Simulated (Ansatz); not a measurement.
```
Ta W N
1.0
     5.90199    0.00000    0.00558
     0.00000    5.78179    0.00000
    -2.91733    0.00000    4.03551
Ta W N
2 4 8
Direct
  0.00000 0.00000 0.50000
  0.50000 0.50000 0.50000
  0.00000 0.27189 0.00000
  0.50000 0.77189 0.00000
  0.00000 0.72811 0.00000
  0.50000 0.22811 0.00000
  0.25497 0.50000 0.96898
  0.75497 0.00000 0.96898
  0.24503 0.00000 0.03102
  0.74503 0.50000 0.03102
  0.25000 0.75000 0.50000
  0.75000 0.25000 0.50000
  0.25000 0.25000 0.50000
  0.75000 0.75000 0.50000
```

Space group C2/m; a generated structure, not necessarily the stable one; changed on purpose from its base cell (volume × 0.91, shape and atoms relaxed); computed pressure about 36 GPa in this cell; computed without spin polarisation.

Theory: DFT PBE, scalar-relativistic, plane waves, PAW (Ansatz).

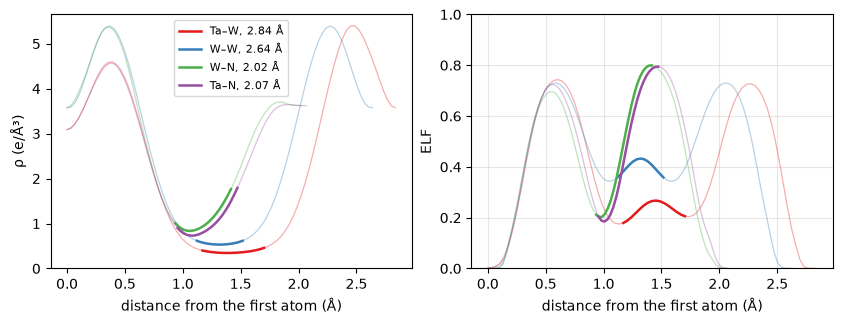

TaW₂N₄. Valence electron density and electron localisation function along straight lines between neighbouring atoms. Thin, pale parts lie inside the atomic spheres.

Core electrons are frozen (PAW), and the valence fields are smoothed inside the atomic spheres.

> What can be read from the curves?

Ta–W (2.84 Å): ρ at the midpoint is about 0.35 e/Å³; the ELF is about 0.25 at the midpoint; no localised pair shows between them.
W–W (2.64 Å): ρ at the midpoint is about 0.53 e/Å³; the ELF is about 0.45 at the midpoint.
W–N (2.02 Å): the density is about 0.86 e/Å³ at the midpoint; the ELF peaks at about 0.80 in the valence shell of N, 0.6 Å from its nucleus, and is about 0.20 at the midpoint.
Ta–N (2.07 Å): the density is about 0.75 e/Å³ at the midpoint; the ELF peaks at about 0.80 in the valence shell of N, 0.6 Å from its nucleus, and drops to about 0.20 between the two atoms; no shared electron pair shows on this line.
